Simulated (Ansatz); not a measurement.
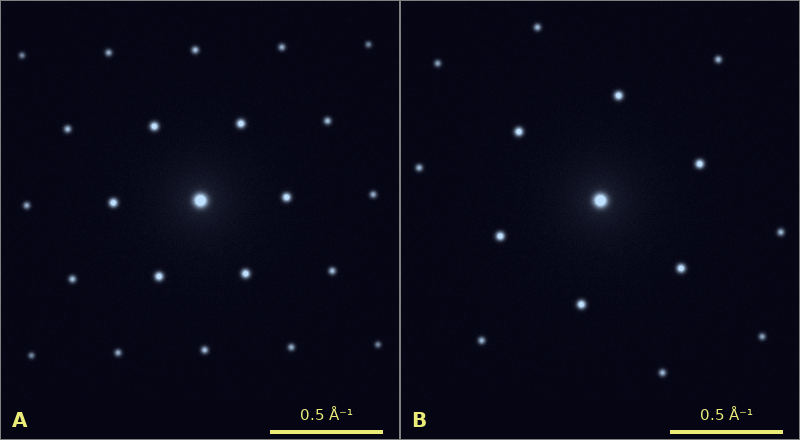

Kinematic electron diffraction patterns (200 kV, B = 0.5 Å², same scale, each along a low-index zone) of two structures of composition VI, each relaxed at zero pressure with DFT PBE, scalar-relativistic, plane waves, PAW (Ansatz). Each run keeps the magnetic state that it reached.

The structures (standard cells):
1. Pm-3m (No. 221), a = 3.626 Å, 2 atoms; generated start, possibly hypothetical
2. Fm-3m (No. 225), a = 5.927 Å, 8 atoms; generated start, possibly hypothetical

Which pattern belongs to which structure, and along which zone?

Answer. A is structure 1 along [111] or an equivalent direction: hexagonal net of -1 1 0 at d = 2.56 Å and -1 0 1 at d = 2.56 Å, 60.0° apart. B is structure 2 along [111] or an equivalent direction: hexagonal net of -2 2 0 at d = 2.10 Å and -2 0 2 at d = 2.10 Å, 60.0° apart.

Rank the structures by their computed energy.

Answer. Structure 2 (Fm-3m, 26.02 Å³ an atom) is the lowest of these; structure 1 (Pm-3m, 23.84 Å³ an atom) lies about 140 meV an atom higher. These are static energies at 0 K; other structures, not shown, may lie lower still.
